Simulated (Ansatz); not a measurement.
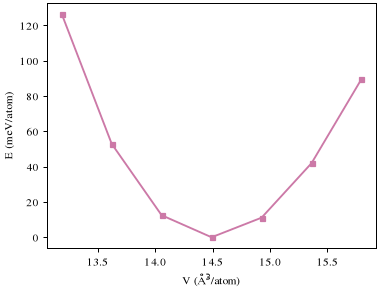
*ScIr₃ (Cu3Au type, Pm-3m) under volume change, LDA in the plane-wave PAW code Ansatz, scaled uniformly.*

### Question
What does a third-order Birch–Murnaghan fit give for V₀, B₀ and B′?

### Answer
V₀ = 14.49 Å³/atom, B₀ = 288 GPa, B′ = 4.7.

The workflow started from a Materials Project entry (that database holds measured and hypothetical structures alike); the Crystallography Open Database copy checked does not list it. With Sc and Ir taken as one species the cell has the higher symmetry Fm-3m, so it may be an ordered model of a mixed-site phase. Whether it is the stable phase at ambient conditions was not checked. The LDA relaxation kept the symmetry of its start; of distortions, only those at the zone centre were tested. No spin polarisation was allowed. Scalar-relativistic: spin–orbit coupling is off unless named, which matters more the heavier the elements.

Potentials: the later of the program's two PAW sets.
